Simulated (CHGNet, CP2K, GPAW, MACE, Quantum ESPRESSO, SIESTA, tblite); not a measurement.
# Quantum ESPRESSO on random packing of B (94 atoms): settings compared

How far do other settings of Quantum ESPRESSO move the forces in random packing of B (94 atoms)? One run of the same program serves as the yardstick.

Method: the method is named at each step, in Quantum ESPRESSO 7.5.

## 1. The starting structure

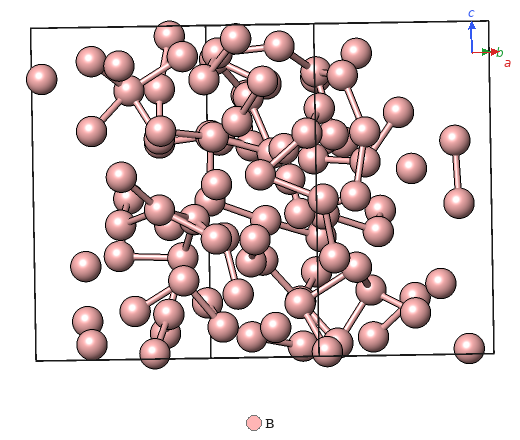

The starting structure, seen slightly off an axis (boron pink). Bonds to atoms that aren't drawn are left out.

The cell holds 94 atoms: 94 B. Cell: a = 9.301 Å, b = 9.301 Å, c = 9.301 Å, α = 90.0°, β = 90.0°, γ = 90.0°. 94 atoms (94 B) packed at random in a cube at 2.1 g/cm³ and pushed apart as soft spheres; a start for melting by ab initio MD, not an equilibrated structure. Then every atom was moved at random, 0.03 Å r.m.s. a Cartesian component.

The yardstick, on the same geometry:

| Item | Value |
| --- | --- |
| method | Kohn-Sham DFT, PBE, SSSP efficiency 1.3.0 pseudopotentials, plane waves (Quantum ESPRESSO 7.5); sssp-pbe-1.3.0-efficiency, cutoffs 45/360 Ry, Γ point |
| r.m.s. force component | 1.106 eV/Å |
| longest force | 4.447 eV/Å |
| pressure | -20.27 GPa |
| time | 35 s on 4 MPI ranks of Arm Neoverse V2, shared host |
| CPU time | 2.3 min |

## 2. PBE, sssp-1.3.0-efficiency, 45/360 Ry, paro

Method: Kohn-Sham DFT, PBE, SSSP efficiency 1.3.0 pseudopotentials, plane waves.

pw.in reads:

```
&control
  calculation = 'scf'
  pseudo_dir = './pseudo'
  outdir = './tmp'
  disk_io = 'none'
  tprnfor = .true.
  tstress = .true.
/
&system
  ibrav = 0
  nat = 94
  ntyp = 1
  ecutwfc = 45
  ecutrho = 360
  nosym = .true.
  occupations = 'smearing'
  smearing = 'fd'
  degauss = 0.003675
/
&electrons
  conv_thr = 4.7e-07
  electron_maxstep = 100
  mixing_beta = 0.2
  mixing_mode = 'local-TF'
  diagonalization = 'paro'
/
ATOMIC_SPECIES
B 10.810 B.upf
CELL_PARAMETERS angstrom
9.30110 0.00000 0.00000
0.00000 9.30110 0.00000
0.00000 0.00000 9.30110
ATOMIC_POSITIONS crystal
B 0.41605 0.36062 0.66431
B 0.79921 0.00688 0.54809
B 0.81208 0.00664 0.82895
B 0.63941 0.62551 0.42768
B 0.33737 0.18756 0.68464
B 0.05917 0.68117 0.40164
B 0.58711 0.98118 0.05644
B 0.86024 0.44912 0.48043
B 0.95163 0.89222 0.45353
B 0.53680 0.50125 0.61363
B 0.77089 0.21967 0.53379
B 0.65488 0.92234 0.43603
B 0.90622 0.85461 0.21329
B 0.53307 0.74918 0.25454
B 0.27568 0.05503 0.88213
B 0.51402 0.77269 0.59476
B 0.63978 0.82410 0.90906
B 0.28379 0.79010 0.63663
B 0.25828 0.60061 0.66885
B 0.57288 0.12108 0.52118
B 0.56863 0.59766 0.16684
B 0.20693 0.42841 0.13384
B 0.64294 0.13068 0.95824
B 0.23617 0.48245 0.90789
B 0.92654 0.66459 0.56040
B 0.79687 0.48749 0.84336
B 0.42661 0.93509 0.83908
B 0.12978 0.87510 0.36124
B 0.35097 0.75796 0.41079
B 0.70911 0.57922 0.03894
B 0.50911 0.95108 0.64358
B 0.85066 0.26598 0.74546
B 0.70174 0.58410 0.66528
B 0.34273 0.01636 0.14407
B 0.43451 0.53472 0.78323
B 0.49088 0.05733 0.23368
B 0.14692 0.05542 0.28125
B 0.07472 0.60579 0.64957
B 0.11560 0.88133 0.65552
B 0.22675 0.85956 0.78868
B 0.87795 0.47965 0.67221
B 0.62644 0.40479 0.93393
B 0.46204 0.78084 0.03219
B 0.21946 0.69382 0.89825
B 0.40801 0.32509 0.16647
B 0.66122 0.36734 0.62606
B 0.50459 0.48841 0.29221
B 0.74972 0.88157 0.72982
B 0.39139 0.60383 0.06240
B 0.75001 0.04915 0.35364
B 0.69317 0.39318 0.16027
B 0.05167 0.26021 0.89712
B 0.08357 0.42098 0.80775
B 0.84885 0.46698 0.26611
B 0.13109 0.28418 0.40404
B 0.45988 0.31998 0.91634
[... 34 atom lines left out ...]
B 0.31514 0.20991 0.44728
B 0.20977 0.50902 0.30323
B 0.46826 0.28432 0.35791
B 0.74271 0.76663 0.37262
K_POINTS gamma
```

The run is started by

```console
OMP_NUM_THREADS=1 mpirun -np 2 pw.x -in pw.in > output.txt
```

The log of the run:

```text
Program PWSCF
     gamma-point specific algorithms are used
     Parallelization info
     sticks:   dense  smooth     PW     G-vecs:    dense   smooth      PW
     Min        4422    2210    550               313005   110570   13814
     Max        4427    2211    551               313006   110573   13819
     Sum        8849    4421   1101               626011   221143   27633
     bravais-lattice index     =            0
     lattice parameter (alat)  =      17.5765  a.u.
     unit-cell volume          =    5429.9964 (a.u.)^3
     number of atoms/cell      =           94
     number of atomic types    =            1
     number of electrons       =       282.00
     number of Kohn-Sham states=          169
     kinetic-energy cutoff     =      45.0000  Ry
     charge density cutoff     =     360.0000  Ry
     scf convergence threshold =      4.7E-07
     mixing beta               =       0.2000
     number of iterations used =            8  local-TF  mixing
     Exchange-correlation=  SLA  PW   PBX  PBC
                           (   1   4   3   4   0   0   0)
     crystal axes: (cart. coord. in units of alat)
               a(1) = (   1.000000   0.000000   0.000000 )
               a(2) = (   0.000000   1.000000   0.000000 )
               a(3) = (   0.000000   0.000000   1.000000 )
     reciprocal axes: (cart. coord. in units 2 pi/alat)
               b(1) = (  1.000000  0.000000  0.000000 )
               b(2) = (  0.000000  1.000000  0.000000 )
               b(3) = (  0.000000  0.000000  1.000000 )
     PseudoPot. # 1 for B :
     Pseudo is Ultrasoft + core correction, Zval =  3.0
     atomic species   valence    mass     pseudopotential
     B                 3.00    10.81000     B ( 1.00)
     No symmetry found
   Cartesian axes
     number of k points=     1  Fermi-Dirac smearing, width (Ry)=  0.0037
                       cart. coord. in units 2pi/alat
        k(    1) = (   0.0000000   0.0000000   0.0000000), wk =   2.0000000
     Dense  grid:   313006 G-vectors     FFT dimensions: ( 108, 108, 108)
     Smooth grid:   110572 G-vectors     FFT dimensions: (  75,  75,  75)
     Initial potential from superposition of free atoms
     starting charge     281.9735, renormalised to     282.0000
     Starting wfcs are  376 randomized atomic wfcs
     Self-consistent Calculation
     iteration #  1     ecut=    45.00 Ry     beta= 0.20
     ParO style diagonalization
     total energy              =    -592.36418989 Ry
     estimated scf accuracy    <       6.50432714 Ry
     iteration #  2     ecut=    45.00 Ry     beta= 0.20
     ParO style diagonalization
     total energy              =    -590.70578255 Ry
     estimated scf accuracy    <       4.41705479 Ry
     iteration #  3     ecut=    45.00 Ry     beta= 0.20
     ParO style diagonalization
     total energy              =    -591.46154544 Ry
     estimated scf accuracy    <       0.47651183 Ry
     iteration #  4     ecut=    45.00 Ry     beta= 0.20
     ParO style diagonalization
     total energy              =    -591.36876717 Ry
     estimated scf accuracy    <       0.31665866 Ry
     iteration #  5     ecut=    45.00 Ry     beta= 0.20
     ParO style diagonalization
     total energy              =    -591.40850926 Ry
     estimated scf accuracy    <       0.05164765 Ry
     iteration #  6     ecut=    45.00 Ry     beta= 0.20
     ParO style diagonalization
     total energy              =    -591.41463166 Ry
     estimated scf accuracy    <       0.00843940 Ry
     iteration #  7     ecut=    45.00 Ry     beta= 0.20
     ParO style diagonalization
     total energy              =    -591.41587707 Ry
     estimated scf accuracy    <       0.00098567 Ry
     iteration #  8     ecut=    45.00 Ry     beta= 0.20
     ParO style diagonalization
     total energy              =    -591.41572623 Ry
     estimated scf accuracy    <       0.00084271 Ry
     iteration #  9     ecut=    45.00 Ry     beta= 0.20
     ParO style diagonalization
     total energy              =    -591.41580208 Ry
     estimated scf accuracy    <       0.00003574 Ry
     iteration # 10     ecut=    45.00 Ry     beta= 0.20
     ParO style diagonalization
     total energy              =    -591.41580037 Ry
     estimated scf accuracy    <       0.00001508 Ry
     iteration # 11     ecut=    45.00 Ry     beta= 0.20
     ParO style diagonalization
     total energy              =    -591.41580240 Ry
     estimated scf accuracy    <       0.00000119 Ry
     iteration # 12     ecut=    45.00 Ry     beta= 0.20
     ParO style diagonalization
     total energy              =    -591.41580240 Ry
     estimated scf accuracy    <       0.00000063 Ry
     iteration # 13     ecut=    45.00 Ry     beta= 0.20
     ParO style diagonalization
     End of self-consistent calculation
          k = 0.0000 0.0000 0.0000 ( 13817 PWs)   bands (ev):
    -7.4358  -6.6548  -6.2129  -5.9438  -5.7046  -5.4445  -5.1734  -4.8943
    -4.6655  -4.5547  -4.4387  -4.2419  -4.1834  -3.9959  -3.7923  -3.6401
    -3.6078  -3.5490  -3.3136  -2.9423  -2.7824  -2.6732  -2.5902  -2.4035
    -2.2257  -2.0494  -1.8890  -1.7679  -1.5691  -1.5199  -1.3961  -1.2722
    -0.9887  -0.9257  -0.8364  -0.7730  -0.6705  -0.6165  -0.5108  -0.2628
    -0.2496  -0.1454  -0.0196   0.0703   0.1796   0.2305   0.2661   0.3467
     0.4357   0.5062   0.5926   0.6039   0.6904   0.8041   0.8236   0.9830
     1.0693   1.1763   1.3140   1.3653   1.3908   1.5058   1.5654   1.6397
     1.6679   1.7272   1.8728   1.9910   2.0408   2.1128   2.2025   2.2335
     2.3157   2.4483   2.6470   2.6998   2.8731   2.9841   3.1526   3.2015
     3.2301   3.3710   3.4146   3.4347   3.6513   3.7733   3.8312   3.8999
     4.0494   4.1283   4.2246   4.3147   4.3652   4.4150   4.4911   4.5839
[...]
7.1192   7.2383   7.2462   7.3096   7.3840   7.4498   7.4989   7.6165
     7.6994   7.7637   7.8177   7.8580   7.9050   8.0216   8.1128   8.1887
     8.2177   8.2973   8.3436   8.4558   8.4935   8.5257   8.5764   8.5983
     8.7939   8.8362   8.8935   8.9890   9.0384   9.0686   9.2171   9.2524
     9.3004   9.3396   9.4649   9.4938   9.6351   9.7302   9.7663   9.8983
    10.0063
     the Fermi energy is     7.9733 ev
!    total energy              =    -591.41580242 Ry
     estimated scf accuracy    <       0.00000006 Ry
     smearing contrib. (-TS)   =      -0.01499193 Ry
     internal energy E=F+TS    =    -591.40081048 Ry
     The total energy is F=E-TS. E is the sum of the following terms:
     one-electron contribution =     204.78330146 Ry
     hartree contribution      =      47.73759703 Ry
     xc contribution           =    -268.04386335 Ry
     ewald contribution        =    -575.87784563 Ry
     convergence has been achieved in  13 iterations
     Forces acting on atoms (cartesian axes, Ry/au):
     atom    1 type  1   force =    -0.02757497    0.03790088    0.01874414
     atom    2 type  1   force =     0.01045618   -0.01427619   -0.05302032
     atom    3 type  1   force =     0.04892205    0.06091131    0.06393790
     atom    4 type  1   force =    -0.04569142   -0.03497180    0.04046620
     atom    5 type  1   force =     0.01539672   -0.01632096   -0.00778075
     atom    6 type  1   force =     0.01972206    0.01182617    0.06986391
     atom    7 type  1   force =     0.02605214   -0.04991760    0.00047238
     atom    8 type  1   force =     0.06374387    0.01400752   -0.03556422
     atom    9 type  1   force =     0.04742515   -0.03847830   -0.04626509
     atom   10 type  1   force =     0.02682428   -0.05545977    0.02640180
     atom   11 type  1   force =    -0.08354613    0.00448550    0.03542187
     atom   12 type  1   force =    -0.02686037   -0.04463735    0.02341937
[...]
atom   90 type  1   force =    -0.04401796    0.04615863   -0.03670728
     atom   91 type  1   force =    -0.03995787    0.00057786   -0.02197628
     atom   92 type  1   force =    -0.05387455   -0.03241204    0.07032059
     atom   93 type  1   force =    -0.02228630    0.02871754   -0.03293259
     atom   94 type  1   force =    -0.03904234   -0.03107371    0.00390556
     Total force =     0.722330     Total SCF correction =     0.000328
     Computing stress (Cartesian axis) and pressure
          total   stress  (Ry/bohr**3)                   (kbar)     P=     -202.70
  -0.00173362  -0.00006243   0.00000834         -255.02       -9.18        1.23
  -0.00006243  -0.00120601   0.00009975           -9.18     -177.41       14.67
   0.00000834   0.00009975  -0.00119409            1.23       14.67     -175.66
     Message from routine punch:
     Nothing written, as per user request (disk_io='none')
```

Elapsed: 1.8 min, on 2 MPI ranks of Arm Neoverse V2, shared host; peak memory 1.9 GiB; 3.7 min of CPU time.

Banners, paths, timers and routine set-up lines are dropped from the logs unmarked, and long logs keep their key lines alone; longer cuts are marked.

Numbers from this run, and their distance from the reference:

```
r.m.s. force component                          : 1.106 eV/Å
r.m.s. difference of force components           : 0.258 meV/Å
longest difference of force vectors             : 0.935 meV/Å
force difference over r.m.s. force              : 0.0233 %
slope of forces against the reference's         : 1
correlation of force components                 : 1
pressure                                        : -20.27 GPa
pressure difference                             : -0.0007 GPa
energy less the same-level run's                : 0 meV/atom
r.m.s. force difference from the same-level run : 0.258 meV/Å
```

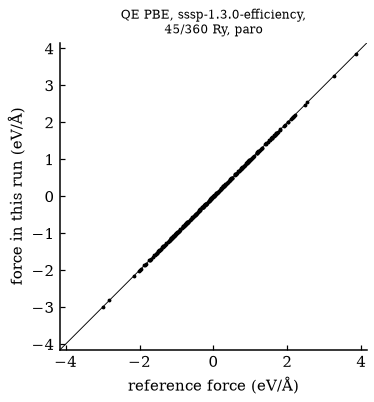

Force components against those of the reference; the line marks equality.

The surroundings of B40, which bears the longest force, nearest first, numbered as they follow in the input and with coordinates relative to it.

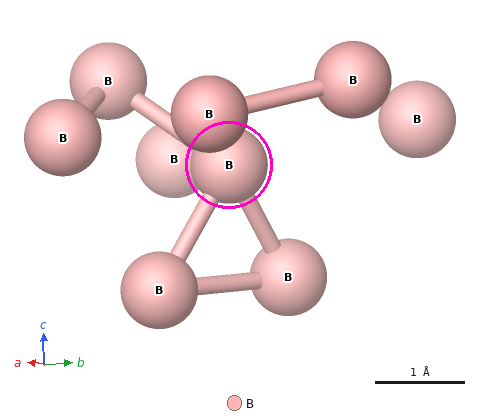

The atoms of the table, within 2.5 Å (arrows a, b, c point along x, y, z); some may hide others; the central atom is ringed.

| atom | x | y | z | distance (Å) | Fx | Fy | Fz (eV/Å) |
| --- | --- | --- | --- | --- | --- | --- | --- |
| B40 | 0.00 | 0.00 | 0.00 | 0.00 | 2.18 | 0.44 | 3.85 |
| B39 | -1.03 | 0.20 | -1.24 | 1.63 | 0.72 | 1.30 | -0.29 |
| B18 | 0.53 | -0.65 | -1.41 | 1.64 | 1.51 | -0.72 | -1.83 |
| B44 | -0.07 | -1.54 | 1.02 | 1.85 | -1.74 | -0.98 | 0.97 |
| B90 | 1.49 | -1.35 | 0.31 | 2.03 | -1.13 | 1.19 | -0.94 |
| B27 | 1.86 | 0.70 | 0.47 | 2.04 | -0.50 | -0.39 | -0.76 |
| B15 | 0.46 | 1.82 | 0.87 | 2.07 | 0.60 | -0.94 | -0.45 |
| B89 | -1.86 | 1.45 | 0.53 | 2.42 | -0.22 | 1.00 | 1.10 |
| B81 | -1.85 | -1.62 | 0.21 | 2.47 | 0.90 | 0.95 | 0.82 |

Forces lie 0.023 % from the reference's, at 1.6 times its CPU time (on 2 against 4 cores).

Within one program, basis, potentials and functional, energies share a zero. Each run against its twin at the usual cutoff or grid and solver:

| run | twin | Δ energy (meV/atom) | Δ force, r.m.s. (meV/Å) | CPU time over the twin's |
| --- | --- | --- | --- | --- |
| QE PBE, sssp-1.3.0-efficiency, 45/360 Ry, paro | sssp-1.3.0-efficiency, 45/360 Ry | 0 | 0.258 | 1.6 (this twin ran on 4 cores) |

## 3. What came out

| Property | Result |
| --- | --- |
| force difference from the reference | QE PBE, sssp-1.3.0-efficiency, 45/360 Ry, paro, 0.023 % |
| its CPU time | 3.7 min |

What this shows: With the reference's own potentials and cutoffs, another solver or threshold moves forces by 0.023 % (QE PBE, sssp-1.3.0-efficiency, 45/360 Ry, paro). The reference's pressure holds the uncorrected Pulay stress of its 45 Ry basis, so small pressure differences, and their order, may be the reference's own error. The reference's stress is far from hydrostatic: its diagonal is -25.5, -17.7, -17.6 GPa, compression counted positive. The reference's pressure of -20 GPa says that the cell would shrink at this level of theory. The electronic-structure runs sample only Γ, in a cell whose shortest periodic width is 9 Å, which is coarse for a cell with partly filled levels.

[Also dropped from logs without a mark: logging warnings of Python, and SIESTA's first energy breakdown and zero terms.]

[Logs are printed without paths, hosts, clocks, repeated set-up lines and the standing remarks that a program may print on its own settings, such as how far it seeks lower states.]

[Hosts, paths, dates, database ids (printed as entryN), source tags and the programs' standing remarks are cut or masked in the printed files.]
